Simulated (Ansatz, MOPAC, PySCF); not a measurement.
Dissociation curve of SiH, doublet.

Computed with: AM1, unrestricted, heats of formation (MOPAC); UKS-B3LYP/6-31G* = PySCF 2.14.0 with unrestricted B3LYP/6-31G*, spherical d; UCCSDT = Ansatz (a program for electronic structure) with CCSDT on UHF/cc-pVDZ, frozen core.

Energies are in kcal/mol, each relative to the lowest point of its own curve near equilibrium.

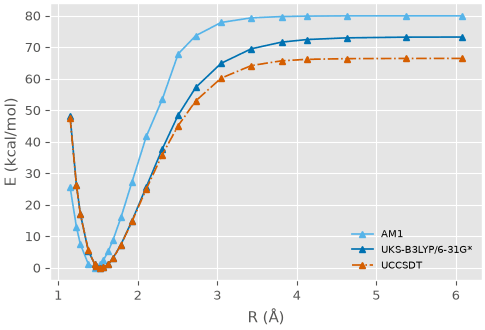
*Energy against bond length for each method.*

```tsv
R / Å	AM1	UKS-B3LYP/6-31G*	UCCSDT
1.15	25.8	48.3	47.7
1.23	13.0	26.4	26.3
1.28	7.5	17.0	17.0
1.38	1.2	5.4	5.5
1.46	0.0	1.2	1.2
1.48	0.1	0.6	0.7
1.53	1.1	0.0	0.0
1.57	2.4	0.1	0.1
1.63	5.3	1.2	1.1
1.69	8.8	3.1	3.0
1.79	16.0	7.4	7.3
1.93	27.3	15.0	14.7
2.11	41.8	25.8	25.1
2.31	53.5	37.7	35.9
2.51	67.9	48.5	45.1
2.73	73.7	57.2	53.0
3.05	77.9	64.9	60.2
3.43	79.3	69.5	64.2
3.81	79.7	71.6	65.7
4.13	79.9	72.4	66.2
4.63	79.9	73.0	66.4
5.37	80.0	73.2	66.4
6.08	80.0	73.2	66.5
```

At the longest distance, 6.08 Å, AM1 lies highest above its minimum (80.0 kcal/mol) and UCCSDT lowest (66.5 kcal/mol).

The unrestricted determinant behind UKS-B3LYP/6-31G* is spin-contaminated at 2.51 to 6.08 Å (<S²> up to 1.8, against 0.75 for a pure doublet). The unrestricted determinant behind UCCSDT is spin-contaminated at 1.15 to 1.23, 2.11 to 6.08 Å (<S²> up to 1.8, against 0.75 for a pure doublet).
